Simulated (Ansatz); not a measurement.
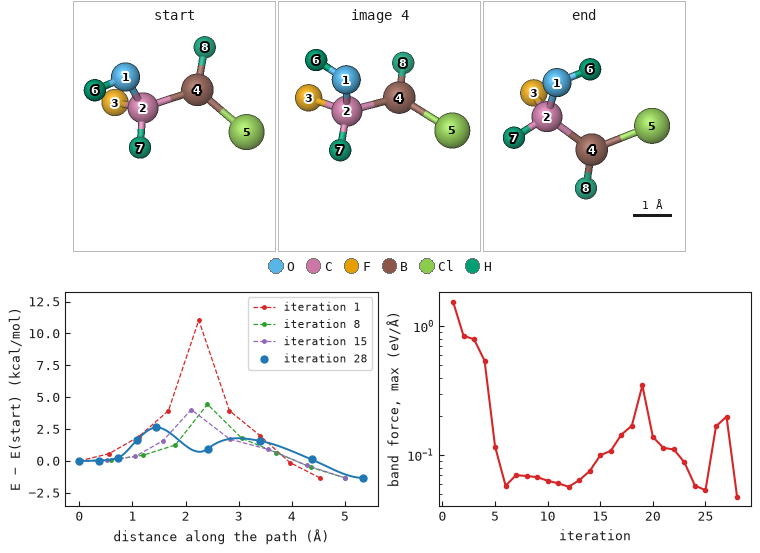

A search for the minimum-energy path of CH3BClFO by the nudged elastic band. Images are numbered from 0 (start) to 8 (end). The plot follows the band through its iterations. A ball-and-stick model, seen at a tilt.

Computed with Ansatz 0.2.0, RKS B3LYP-D4/def2-SVP.

Input
```yaml
crystal:
  periodic: [false, false, false]
  atoms:
    - { symbol: O, position_ang: [-0.041365, 0.32654, 1.419966] }
    - { symbol: C, position_ang: [0.446123, 0.090994, 0.152735] }
    - { symbol: F, position_ang: [1.31297, -1.016806, 0.143739] }
    - { symbol: B, position_ang: [-0.774078, -0.341617, -0.770468] }
    - { symbol: Cl, position_ang: [-1.048538, 0.451655, -2.302781] }
    - { symbol: H, position_ang: [0.649079, 0.729441, 1.965945] }
    - { symbol: H, position_ang: [1.046684, 0.938113, -0.230379] }
    - { symbol: H, position_ang: [-1.498775, -1.23542, -0.434657] }
basis:
  gaussian: { orbitals: def2-SVP }
hamiltonian:
  xc: b3lyp
  dispersion: d4
neb:
  order_check: false
  images: 7
  f_tol: 0.05
  max_iterations: 51
  initial_path: linear
  final_atoms:
    - { symbol: O, position_ang: [0.48779595, 0.92093992, 1.15249178] }
    - { symbol: C, position_ang: [0.67783308, 0.03188047, 0.13202063] }
    - { symbol: F, position_ang: [0.83921948, -1.29362242, 0.6286766] }
    - { symbol: B, position_ang: [-0.54025099, -0.23312261, -0.85570836] }
    - { symbol: Cl, position_ang: [-2.16244244, 0.0668396, -0.25846188] }
    - { symbol: H, position_ang: [-0.43103893, 0.85271894, 1.45799577] }
    - { symbol: H, position_ang: [1.62865365, 0.29366301, -0.35972473] }
    - { symbol: H, position_ang: [-0.4076698, -0.69639691, -1.95318981] }
```

Command:
```bash
ansatz run input.yaml --threads 1 --pin off --max-ram 2048MiB --backend cpu --events-out ev --progress --plain --runs-dir out
```

Question: How did the profile develop, and is the result final?

Answer: The run is converged, with reservations. The band converged in 28 iterations. The largest component of the band force went from 1.6 to 0.048 eV/Å. The climbing image converged on the top of the path. Its curvatures weren't checked. The straight starting path can push atoms close together and costs iterations. The first iteration put the highest image at 11.04 kcal/mol. Forward barrier 2.62 kcal/mol, backward barrier 3.96 kcal/mol, with image 4 at the top; the reaction energy is −1.33 kcal/mol. The profile has 2 maxima (images 4, 6) with a dip at image 5 (+0.96 kcal/mol), so the process runs in steps.
